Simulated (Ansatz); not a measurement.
# Single-point calculation, with input and output: C12H26Se

The run: single-point calculation of C12H26Se, SMILES CCCCCCCCCCCC[SeH]. Method and program: RKS PBE-D4/def2-TZVP (Ansatz 0.2.0).

The geometry comes from this level: PBE-D4/def2-SVP. Figures and captions count atoms from 1; the log counts them from 0 in places.

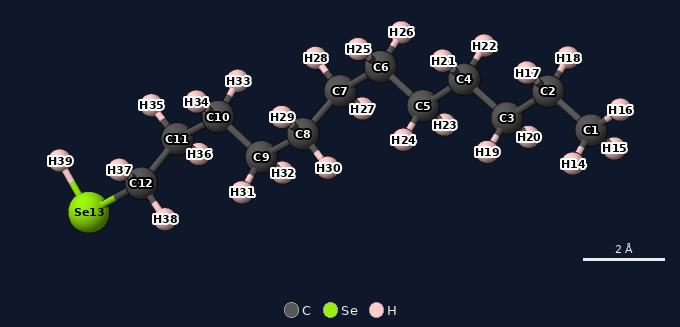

**Figure 1.** The input geometry (ball-and-stick view, seen at a tilt; atoms are numbered from 1 in the order of the input).

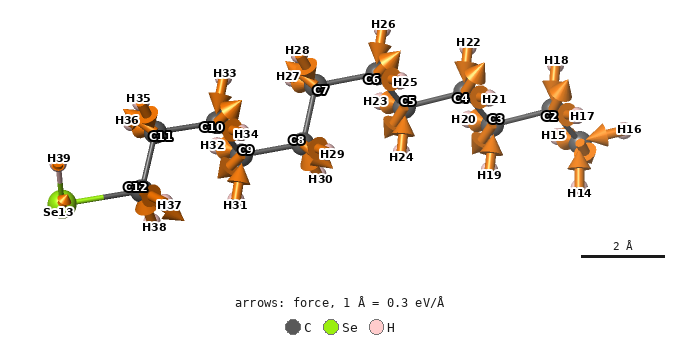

**Figure 2.** Forces on the atoms as orange arrows (ball-and-stick view, seen at a tilt; atoms are numbered from 1 in the order of the input). The largest act on C12 (0.38 eV/Å); H37 (0.32 eV/Å); C2, C3, C4, C5 (0.31 eV/Å); H38 (0.30 eV/Å), among others. The geometry is not a stationary point of this energy.

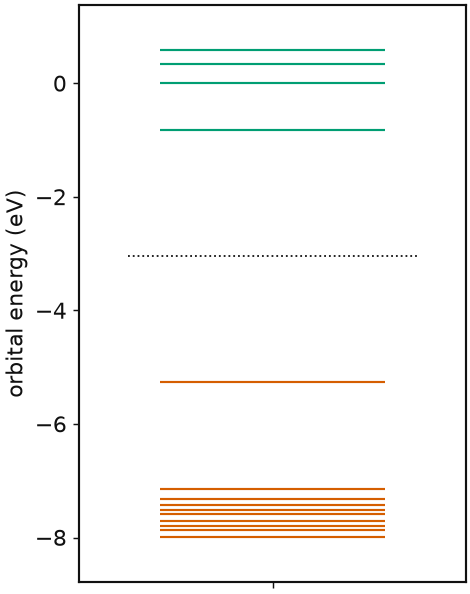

**Figure 3.** Orbital energies near the frontier; the dotted line parts filled from empty levels, and levels within 0.02 eV of each other stand side by side. Highest filled −5.27 eV, lowest empty −0.83 eV, 4.44 eV apart.

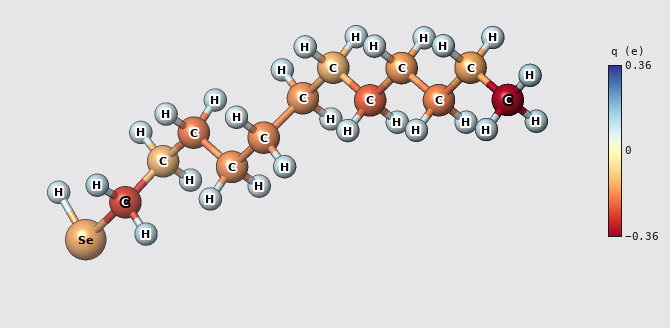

**Figure 4.** Mulliken charges, as the colour of each atom (ball-and-stick view, seen at a tilt; Mulliken charges depend strongly on the basis). By element: C −0.34 to −0.13, Se −0.15 and H +0.08 to +0.13 e.

The input that produced these results follows, with the program's output.

Input file:
```yaml
crystal:
  periodic: [false, false, false]
  atoms:
    - {symbol: C, position_ang: [-6.759942, 0.086517, -0.987362]}
    - {symbol: C, position_ang: [-5.683853, 0.330267, 0.071373]}
    - {symbol: C, position_ang: [-4.279020, -0.087454, -0.374384]}
    - {symbol: C, position_ang: [-3.196482, 0.149764, 0.681557]}
    - {symbol: C, position_ang: [-1.792032, -0.272715, 0.241499]}
    - {symbol: C, position_ang: [-0.720707, -0.037635, 1.311881]}
    - {symbol: C, position_ang: [0.690462, -0.511410, 0.937947]}
    - {symbol: C, position_ang: [1.334274, 0.250336, -0.227668]}
    - {symbol: C, position_ang: [2.764741, -0.192119, -0.570070]}
    - {symbol: C, position_ang: [3.806697, 0.132837, 0.507798]}
    - {symbol: C, position_ang: [5.233732, -0.343510, 0.189705]}
    - {symbol: C, position_ang: [5.869798, 0.366140, -1.003931]}
    - {symbol: Se, position_ang: [7.703732, -0.238551, -1.429667]}
    - {symbol: H, position_ang: [-6.544140, 0.649696, -1.919662]}
    - {symbol: H, position_ang: [-6.821076, -0.987935, -1.260780]}
    - {symbol: H, position_ang: [-7.763897, 0.398181, -0.634554]}
    - {symbol: H, position_ang: [-5.671297, 1.407389, 0.352065]}
    - {symbol: H, position_ang: [-5.946392, -0.216224, 1.004952]}
    - {symbol: H, position_ang: [-4.011020, 0.460024, -1.307029]}
    - {symbol: H, position_ang: [-4.288378, -1.165324, -0.656275]}
    - {symbol: H, position_ang: [-3.184700, 1.228138, 0.960760]}
    - {symbol: H, position_ang: [-3.468033, -0.394211, 1.615096]}
    - {symbol: H, position_ang: [-1.801314, -1.351930, -0.035557]}
    - {symbol: H, position_ang: [-1.526761, 0.272570, -0.691397]}
    - {symbol: H, position_ang: [-0.687821, 1.047020, 1.564372]}
    - {symbol: H, position_ang: [-1.035874, -0.550738, 2.247370]}
    - {symbol: H, position_ang: [0.661077, -1.597222, 0.689246]}
    - {symbol: H, position_ang: [1.338165, -0.427738, 1.837046]}
    - {symbol: H, position_ang: [1.333526, 1.340403, 0.004318]}
    - {symbol: H, position_ang: [0.702428, 0.137379, -1.134516]}
    - {symbol: H, position_ang: [3.061884, 0.286651, -1.528188]}
    - {symbol: H, position_ang: [2.773600, -1.288877, -0.766586]}
    - {symbol: H, position_ang: [3.499556, -0.326511, 1.471520]}
    - {symbol: H, position_ang: [3.814615, 1.232202, 0.688861]}
    - {symbol: H, position_ang: [5.875652, -0.186039, 1.083283]}
    - {symbol: H, position_ang: [5.235391, -1.439891, 0.005210]}
    - {symbol: H, position_ang: [5.890689, 1.465864, -0.862419]}
    - {symbol: H, position_ang: [5.315232, 0.170145, -1.944050]}
    - {symbol: H, position_ang: [8.277480, 0.204512, -0.131764]}
basis:
  gaussian: {orbitals: def2-TZVP, fitting: {mean_field: def2-universal-jkfit}, initial_orbitals: start.molden}
hamiltonian: {xc: pbe, dispersion: d4}
scf: {omitted_lower_state_checks: [starts]}
output: {forces: true, orbitals: {seedname: orbitals}}
```

Command:
```bash
ansatz run in.yaml --threads 2 --pin off --events-out ev --progress --plain --max-ram 22528MiB --backend cuda --devices 0, --max-vram 18GiB
```

Output:
```
Functional definition: PBE
  name "PBE"
  cite "Perdew, Burke & Ernzerhof, Phys. Rev. Lett. 77, 3865 (1996) doi:10.1103/PhysRevLett.77.3865"
  parent pbe
  parameter kappa = 0.804
  parameter beta = 0.06672455060314922
  exchange = pbe_x(kappa = kappa, mu = beta*pi^2/3)
  correlation = pbe_c(beta = beta)
these checks for a lower state are left out or cut short: starts
1634 factors; integrals over basis functions are off by at most 5.4e-1 eV
mean field evaluation 1: about -78194.8947 eV, gradient 1.6e1 eV
mean field evaluation 2: about -78195.1597 eV, gradient 2.5e-1 eV
mean field evaluation 4: about -78195.1682 eV, gradient 5.3e-4 eV
mean field -78195.16823673 eV, -2873.6194301113 hartree, gradient 1.0e-5 eV, S^2 0.000000; 0 other end points of the search recorded, 0 dependent functions left out
the calculation of the forces begins
reference -78195.16832396 eV, -2873.6194333167 hartree; 66, 66 occupied and 510, 510 virtual orbitals, 1634 factors
Total energy: -78196.08363677 eV, -2873.6530704423 hartree
Atom 0 at    -6.759942     0.086517    -0.987362 Å, force    -0.160733    -0.053689    -0.201577 eV/Å
Atom 1 at    -5.683853     0.330267     0.071373 Å, force    -0.017120     0.117701     0.286225 eV/Å
Atom 2 at    -4.279020    -0.087454    -0.374384 Å, force     0.060602    -0.119918    -0.273966 eV/Å
Atom 3 at    -3.196482     0.149764     0.681557 Å, force    -0.057465     0.117092     0.277684 eV/Å
Atom 4 at    -1.792032    -0.272715     0.241499 Å, force     0.060025    -0.110367    -0.284614 eV/Å
Atom 5 at    -0.720707    -0.037635     1.311881 Å, force    -0.083925     0.139425     0.229503 eV/Å
Atom 6 at     0.690462    -0.511410     0.937947 Å, force     0.151299    -0.212810     0.120938 eV/Å
Atom 7 at     1.334274     0.250336    -0.227668 Å, force    -0.153869     0.208277    -0.125272 eV/Å
Atom 8 at     2.764741    -0.192119    -0.570070 Å, force     0.087869    -0.137958    -0.233083 eV/Å
Atom 9 at     3.806697     0.132837     0.507798 Å, force    -0.089969     0.147500     0.229877 eV/Å
Atom 10 at     5.233732    -0.343510     0.189705 Å, force     0.168132    -0.212638     0.114349 eV/Å
Atom 11 at     5.869798     0.366140    -1.003931 Å, force    -0.251374     0.234947    -0.164530 eV/Å
Atom 12 at     7.703732    -0.238551    -1.429667 Å, force    -0.010382     0.036830     0.092714 eV/Å
Atom 13 at    -6.544140     0.649696    -1.919662 Å, force    -0.044216    -0.136433     0.247256 eV/Å
Atom 14 at    -6.821076    -0.987935    -1.260780 Å, force     0.024923     0.272857     0.082592 eV/Å
Atom 15 at    -7.763897     0.398181    -0.634554 Å, force     0.267861    -0.076175    -0.077868 eV/Å
Atom 16 at    -5.671297     1.407389     0.352065 Å, force    -0.001925    -0.261402    -0.088570 eV/Å
Atom 17 at    -5.946392    -0.216224     1.004952 Å, force     0.062525     0.118906    -0.241285 eV/Å
Atom 18 at    -4.011020     0.460024    -1.307029 Å, force    -0.068013    -0.115986     0.232012 eV/Å
Atom 19 at    -4.288378    -1.165324    -0.656275 Å, force    -0.004605     0.254043     0.083137 eV/Å
Atom 20 at    -3.184700     1.228138     0.960760 Å, force     0.000927    -0.252423    -0.083705 eV/Å
Atom 21 at    -3.468033    -0.394211     1.615096 Å, force     0.065676     0.113510    -0.231240 eV/Å
Atom 22 at    -1.801314    -1.351930    -0.035557 Å, force    -0.002435     0.250378     0.081882 eV/Å
Atom 23 at    -1.526761     0.272570    -0.691397 Å, force    -0.066270    -0.119971     0.238848 eV/Å
Atom 24 at    -0.687821     1.047020     1.564372 Å, force    -0.000563    -0.254587    -0.076366 eV/Å
Atom 25 at    -1.035874    -0.550738     2.247370 Å, force     0.078606     0.107316    -0.229092 eV/Å
Atom 26 at     0.661077    -1.597222     0.689246 Å, force    -0.004796     0.259682     0.046703 eV/Å
Atom 27 at     1.338165    -0.427738     1.837046 Å, force    -0.164745    -0.006276    -0.218552 eV/Å
Atom 28 at     1.333526     1.340403     0.004318 Å, force     0.010957    -0.259276    -0.040796 eV/Å
Atom 29 at     0.702428     0.137379    -1.134516 Å, force     0.160690     0.012941     0.224319 eV/Å
Atom 30 at     3.061884     0.286651    -1.528188 Å, force    -0.076367    -0.105000     0.242679 eV/Å
Atom 31 at     2.773600    -1.288877    -0.766586 Å, force    -0.007272     0.256643     0.062021 eV/Å
Atom 32 at     3.499556    -0.326511     1.471520 Å, force     0.085268     0.100037    -0.243657 eV/Å
Atom 33 at     3.814615     1.232202     0.688861 Å, force     0.002942    -0.258259    -0.058671 eV/Å
Atom 34 at     5.875652    -0.186039     1.083283 Å, force    -0.162415    -0.028780    -0.225079 eV/Å
Atom 35 at     5.235391    -1.439891     0.005210 Å, force    -0.011998     0.277100     0.039020 eV/Å
Atom 36 at     5.890689     1.465864    -0.862419 Å, force     0.021376    -0.313503    -0.026709 eV/Å
Atom 37 at     5.315232     0.170145    -1.944050 Å, force     0.151826     0.035732     0.255973 eV/Å
Atom 38 at     8.277480     0.204512    -0.131764 Å, force    -0.021048    -0.025467    -0.063098 eV/Å
Dipole moment:    -0.306377     0.099310     0.189880 e Å
Checks for a lower state left out: starts
```

Key numbers:

| quantity | value |
| --- | --- |
| outcome | converged |
| total energy | −78196.0836 eV |
| mean-field energy | −78195.1683 eV |
| dispersion energy | −0.9153 eV |
| SCF solution under orbital rotations | stable |
| HOMO | −5.27 eV |
| LUMO | −0.83 eV |
| largest force (length of the vector) | 0.381 eV/Å |
| dipole moment | 1.80 D |
| hardware | 2 CPU threads, shared host |
| wall time | 3.9 s (CPU time 5.9 s) |
| peak memory | 1 GiB |
